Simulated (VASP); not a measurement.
Band structure of LaB₆ (cab6). All values below come from r2SCAN meta-GGA, VASP's PBE PAW potentials (set 64) (plane waves; VASP).

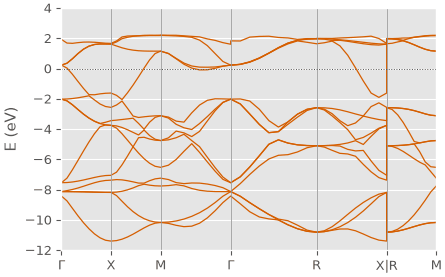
*Bands along high-symmetry lines, zero at the valence-band maximum or, without a gap, the Fermi level*

Task: Read the plot: is there a gap, and where are the band edges?

Result: It has no gap at this level: it comes out as a metal or semimetal.

The compound is LaB6 in the cab6 structure. It was relaxed first. The electron count is odd and the run is not spin-polarised, which forces a metal.
